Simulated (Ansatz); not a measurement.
**Run report: BSiH4SF, geometry relaxation (part 1 of 2)**

The run: geometry relaxation of BSiH4SF. Method and program: RKS PBE0-D4/def2-TZVP (Ansatz 0.2.0).

The geometry is a transition state displaced along its imaginary mode. The reaction was set up to form Si2–H4 and to break B1–Si2 and S3–H4 (atoms counted from 1 in the order of the input); sticks are drawn by distance alone. Figures and captions count atoms from 1; the log counts them from 0 in places.

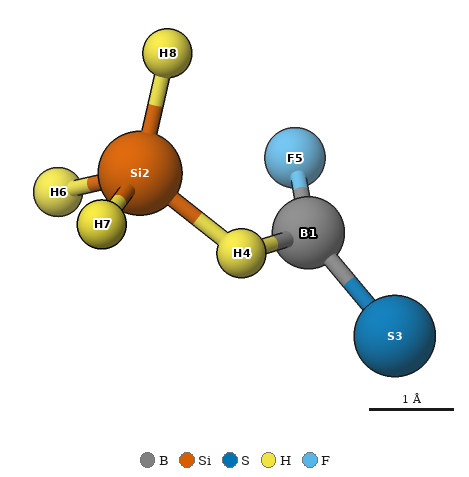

Figure 1. The structure as given in the input (ball-and-stick view, seen at a tilt; atoms are numbered from 1 in the order of the input). Bond lengths as drawn: B–F 1.38 Å, B–H 1.33 Å, B–S 1.67 Å and H–Si 1.48 to 1.54 Å.

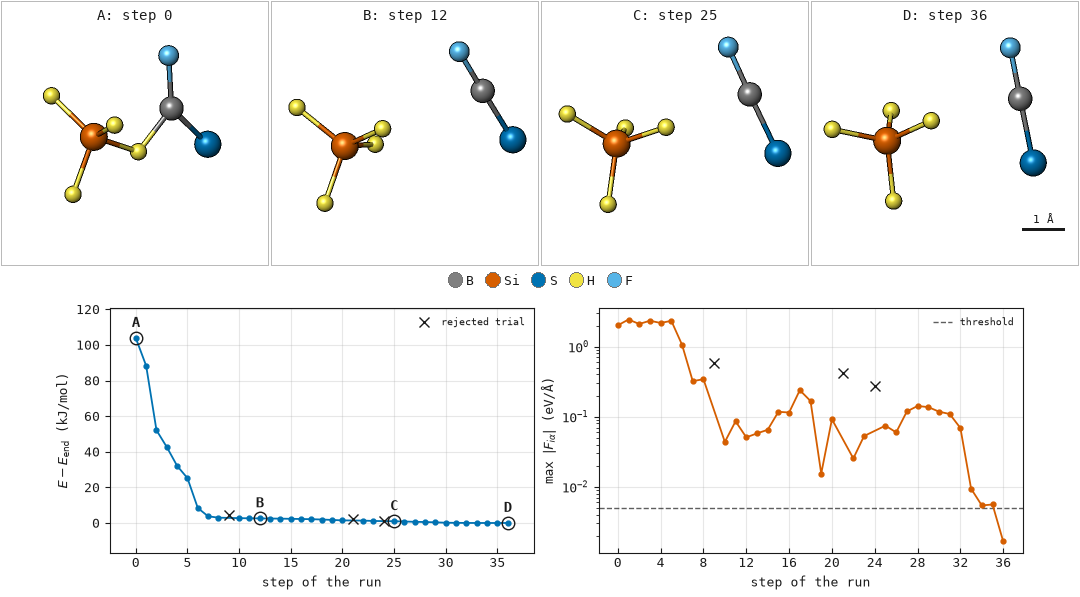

Figure 2. Frames of the relaxation (ball-and-stick view, seen at a tilt) above the curves, on which the letters mark them (the first geometry is step 0 here and step 1 in the log).

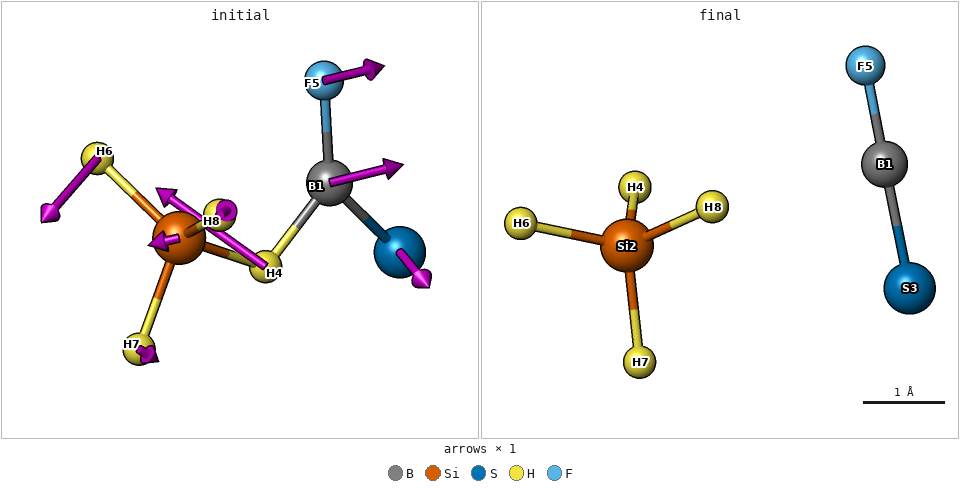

Figure 3. Before (left) and after (right) the relaxation, at one scale (ball-and-stick view, seen at a tilt). The pink arrows give the displacements, at true length. The largest move after the best rigid fit is that of H4, 1.73 Å. Largest moves by element: H 1.73 Å, B 0.97 Å, S 0.90 Å, F 0.90 Å, Si 0.42 Å. Distances before and after: B1–H4 1.332 → 3.130 Å, B1–F5 1.384 → 1.277 Å, B1–S3 1.674 → 1.610 Å, Si2–H4 1.538 → 1.486 Å. Bonds break: B1–H4 (1.33 → 3.13 Å). Among the angles that change: S3–B1–F5 139.7° → 179.5°, H4–Si2–H7 88.1° → 109.8°, H4–Si2–H6 116.0° → 109.1°. After 36 geometry steps the energy has fallen by 103.9 kJ/mol. The largest force component goes from 2 to 0.0017 eV/Å. The line search rejected the trial steps at points 9, 21, 24 (counted from 0) and went back. (Atoms are counted from 1 in the order of the input.)

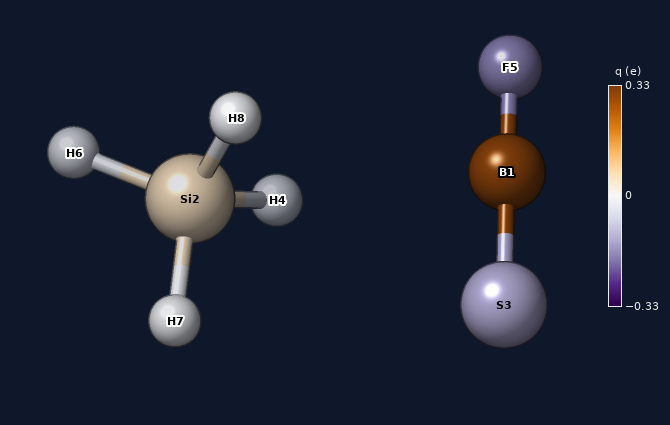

Figure 4. Mulliken charges, as the colour of each atom (ball-and-stick view, seen at a tilt; atoms are numbered from 1 in the order of the input). By element: B +0.31, Si +0.05, S −0.14, H −0.02 to −0.01 and F −0.18 e.

The input that produced these results follows, with the program's output.

### Input file
```yaml
crystal:
  periodic: [false, false, false]
  atoms:
    - {symbol: B, position_ang: [-0.872510, 1.005505, -0.012881]}
    - {symbol: Si, position_ang: [0.666174, -0.767755, 0.111054]}
    - {symbol: S, position_ang: [-1.374795, 1.857752, -1.363342]}
    - {symbol: H, position_ang: [-0.059132, 0.267015, -0.765364]}
    - {symbol: F, position_ang: [-1.155993, 0.907161, 1.338009]}
    - {symbol: H, position_ang: [-0.181969, -1.855583, 0.673104]}
    - {symbol: H, position_ang: [1.394249, -1.210937, -1.099148]}
    - {symbol: H, position_ang: [1.583975, -0.203159, 1.118567]}
basis:
  gaussian: {orbitals: def2-TZVP}
hamiltonian: {xc: pbe0, dispersion: d4}
relax: {f_tol: 0.005, max_steps: 200}
```

Launched with:
```bash
ansatz run in.yaml --threads 4 --pin off --events-out ev --progress --plain --max-ram 9574MiB
```

### Output
```
Functional definition: PBE0
  name "PBE0"
  cite "Adamo & Barone, J. Chem. Phys. 110, 6158 (1999) doi:10.1063/1.478522"
  cite "Perdew, Burke & Ernzerhof, Phys. Rev. Lett. 77, 3865 (1996) doi:10.1103/PhysRevLett.77.3865"
  parent pbe
  parameter a = 0.25
  parameter kappa = 0.804
  parameter beta = 0.06672455060314922
  exchange = (1 - a)*pbe_x(kappa = kappa, mu = beta*pi^2/3) + a*exact_x
  correlation = pbe_c(beta = beta)
1040 factors; their error is unknown
mean field evaluation 1: about -22161.0306 eV, gradient 2.9e1 eV
mean field evaluation 2: about -22160.5360 eV, gradient 3.7e1 eV
mean field evaluation 4: about -22162.7288 eV, gradient 1.5e0 eV
mean field evaluation 8: about -22162.7311 eV, gradient 9.8e-2 eV
mean field evaluation 16: about -22162.7997 eV, gradient 9.0e-5 eV
mean field -22162.79965277 eV, -814.4678647541 hartree, gradient 1.4e-5 eV, S^2 0.000000; 0 other end points of the search recorded, 0 dependent functions left out
the calculation of the forces begins
reference -22162.79968501 eV, -814.4678659388 hartree; 24, 24 occupied and 136, 136 virtual orbitals, 1040 factors
relax step   1: F+E_penalty+E_count = -22162.93686958 eV  Δ(F+E_penalty+E_count) = +0.000e0 eV  max|allowed force component| = 2.013e0 eV/Å  Δτ_max = 0.0000 Å  (28 SCF iters, accepted)
these checks for a lower state are left out or cut short: starts, cluster_reference, orbital_swaps, neighbouring_geometries, increment
1040 factors; their error is unknown
mean field -22162.96377390 eV, -814.4738960944 hartree, gradient 2.0e-5 eV, S^2 0.000000; 0 other end points of the search recorded, 0 dependent functions left out
[... from here on the field's lines of each further geometry are left out, up to the last ...]
relax step   2: F+E_penalty+E_count = -22163.09804058 eV  Δ(F+E_penalty+E_count) = -1.612e-1 eV  max|allowed force component| = 2.436e0 eV/Å  Δτ_max = 0.1927 Å  (36 SCF iters, accepted)
relax step   3: F+E_penalty+E_count = -22163.47356431 eV  Δ(F+E_penalty+E_count) = -3.755e-1 eV  max|allowed force component| = 2.105e0 eV/Å  Δτ_max = 0.1994 Å  (35 SCF iters, accepted)
relax step   4: F+E_penalty+E_count = -22163.57157153 eV  Δ(F+E_penalty+E_count) = -9.801e-2 eV  max|allowed force component| = 2.340e0 eV/Å  Δτ_max = 0.1335 Å  (31 SCF iters, accepted)
relax step   5: F+E_penalty+E_count = -22163.68094342 eV  Δ(F+E_penalty+E_count) = -1.094e-1 eV  max|allowed force component| = 2.176e0 eV/Å  Δτ_max = 0.1992 Å  (34 SCF iters, accepted)
relax step   6: F+E_penalty+E_count = -22163.75248074 eV  Δ(F+E_penalty+E_count) = -7.154e-2 eV  max|allowed force component| = 2.333e0 eV/Å  Δτ_max = 0.1916 Å  (35 SCF iters, accepted)
relax step   7: F+E_penalty+E_count = -22163.92610406 eV  Δ(F+E_penalty+E_count) = -1.736e-1 eV  max|allowed force component| = 1.064e0 eV/Å  Δτ_max = 0.2000 Å  (29 SCF iters, accepted)
relax step   8: F+E_penalty+E_count = -22163.97452121 eV  Δ(F+E_penalty+E_count) = -4.842e-2 eV  max|allowed force component| = 3.213e-1 eV/Å  Δτ_max = 0.1999 Å  (30 SCF iters, accepted)
relax step   9: F+E_penalty+E_count = -22163.98241300 eV  Δ(F+E_penalty+E_count) = -7.892e-3 eV  max|allowed force component| = 3.426e-1 eV/Å  Δτ_max = 0.1319 Å  (29 SCF iters, accepted)
relax step  10: F+E_penalty+E_count = -22163.96689889 eV  Δ(F+E_penalty+E_count) = +1.551e-2 eV  max|allowed force component| = 5.863e-1 eV/Å  Δτ_max = 0.1482 Å  (28 SCF iters, rejected (line search))
relax step  11: F+E_penalty+E_count = -22163.98519696 eV  Δ(F+E_penalty+E_count) = -2.784e-3 eV  max|allowed force component| = 4.365e-2 eV/Å  Δτ_max = 0.0663 Å  (28 SCF iters, accepted)
relax step  12: F+E_penalty+E_count = -22163.98612230 eV  Δ(F+E_penalty+E_count) = -9.253e-4 eV  max|allowed force component| = 8.592e-2 eV/Å  Δτ_max = 0.0733 Å  (28 SCF iters, accepted)
relax step  13: F+E_penalty+E_count = -22163.98664829 eV  Δ(F+E_penalty+E_count) = -5.260e-4 eV  max|allowed force component| = 5.068e-2 eV/Å  Δτ_max = 0.0461 Å  (29 SCF iters, accepted)
relax step  14: F+E_penalty+E_count = -22163.98741041 eV  Δ(F+E_penalty+E_count) = -7.621e-4 eV  max|allowed force component| = 5.771e-2 eV/Å  Δτ_max = 0.0967 Å  (28 SCF iters, accepted)
relax step  15: F+E_penalty+E_count = -22163.98816332 eV  Δ(F+E_penalty+E_count) = -7.529e-4 eV  max|allowed force component| = 6.499e-2 eV/Å  Δτ_max = 0.0625 Å  (28 SCF iters, accepted)
relax step  16: F+E_penalty+E_count = -22163.98909796 eV  Δ(F+E_penalty+E_count) = -9.346e-4 eV  max|allowed force component| = 1.174e-1 eV/Å  Δτ_max = 0.1055 Å  (29 SCF iters, accepted)
relax step  17: F+E_penalty+E_count = -22163.99018827 eV  Δ(F+E_penalty+E_count) = -1.090e-3 eV  max|allowed force component| = 1.146e-1 eV/Å  Δτ_max = 0.0563 Å  (29 SCF iters, accepted)
relax step  18: F+E_penalty+E_count = -22163.99128917 eV  Δ(F+E_penalty+E_count) = -1.101e-3 eV  max|allowed force component| = 2.388e-1 eV/Å  Δτ_max = 0.1189 Å  (29 SCF iters, accepted)
relax step  19: F+E_penalty+E_count = -22163.99320619 eV  Δ(F+E_penalty+E_count) = -1.917e-3 eV  max|allowed force component| = 1.674e-1 eV/Å  Δτ_max = 0.0455 Å  (28 SCF iters, accepted)
relax step  20: F+E_penalty+E_count = -22163.99565571 eV  Δ(F+E_penalty+E_count) = -2.450e-3 eV  max|allowed force component| = 1.540e-2 eV/Å  Δτ_max = 0.0589 Å  (29 SCF iters, accepted)
relax step  21: F+E_penalty+E_count = -22163.99822547 eV  Δ(F+E_penalty+E_count) = -2.570e-3 eV  max|allowed force component| = 9.181e-2 eV/Å  Δτ_max = 0.1467 Å  (29 SCF iters, accepted)
relax step  22: F+E_penalty+E_count = -22163.99167169 eV  Δ(F+E_penalty+E_count) = +6.554e-3 eV  max|allowed force component| = 4.222e-1 eV/Å  Δτ_max = 0.1987 Å  (34 SCF iters, rejected (line search))
relax step  23: F+E_penalty+E_count = -22163.99956004 eV  Δ(F+E_penalty+E_count) = -1.335e-3 eV  max|allowed force component| = 2.536e-2 eV/Å  Δτ_max = 0.0491 Å  (27 SCF iters, accepted)
relax step  24: F+E_penalty+E_count = -22164.00162897 eV  Δ(F+E_penalty+E_count) = -2.069e-3 eV  max|allowed force component| = 5.291e-2 eV/Å  Δτ_max = 0.0978 Å  (29 SCF iters, accepted)
relax step  25: F+E_penalty+E_count = -22164.00041005 eV  Δ(F+E_penalty+E_count) = +1.219e-3 eV  max|allowed force component| = 2.746e-1 eV/Å  Δτ_max = 0.1472 Å  (29 SCF iters, rejected (line search))
relax step  26: F+E_penalty+E_count = -22164.00325562 eV  Δ(F+E_penalty+E_count) = -1.627e-3 eV  max|allowed force component| = 7.444e-2 eV/Å  Δτ_max = 0.0717 Å  (29 SCF iters, accepted)
relax step  27: F+E_penalty+E_count = -22164.00477185 eV  Δ(F+E_penalty+E_count) = -1.516e-3 eV  max|allowed force component| = 5.971e-2 eV/Å  Δτ_max = 0.0716 Å  (29 SCF iters, accepted)
relax step  28: F+E_penalty+E_count = -22164.00652696 eV  Δ(F+E_penalty+E_count) = -1.755e-3 eV  max|allowed force component| = 1.187e-1 eV/Å  Δτ_max = 0.1097 Å  (29 SCF iters, accepted)
relax step  29: F+E_penalty+E_count = -22164.00772589 eV  Δ(F+E_penalty+E_count) = -1.199e-3 eV  max|allowed force component| = 1.420e-1 eV/Å  Δτ_max = 0.0624 Å  (29 SCF iters, accepted)
relax step  30: F+E_penalty+E_count = -22164.00961540 eV  Δ(F+E_penalty+E_count) = -1.890e-3 eV  max|allowed force component| = 1.370e-1 eV/Å  Δτ_max = 0.0625 Å  (28 SCF iters, accepted)
relax step  31: F+E_penalty+E_count = -22164.01186672 eV  Δ(F+E_penalty+E_count) = -2.251e-3 eV  max|allowed force component| = 1.179e-1 eV/Å  Δτ_max = 0.1113 Å  (29 SCF iters, accepted)
relax step  32: F+E_penalty+E_count = -22164.01255008 eV  Δ(F+E_penalty+E_count) = -6.834e-4 eV  max|allowed force component| = 1.091e-1 eV/Å  Δτ_max = 0.0580 Å  (29 SCF iters, accepted)
relax step  33: F+E_penalty+E_count = -22164.01308540 eV  Δ(F+E_penalty+E_count) = -5.353e-4 eV  max|allowed force component| = 6.887e-2 eV/Å  Δτ_max = 0.0174 Å  (29 SCF iters, accepted)
relax step  34: F+E_penalty+E_count = -22164.01335349 eV  Δ(F+E_penalty+E_count) = -2.681e-4 eV  max|allowed force component| = 9.364e-3 eV/Å  Δτ_max = 0.0088 Å  (29 SCF iters, accepted)
```
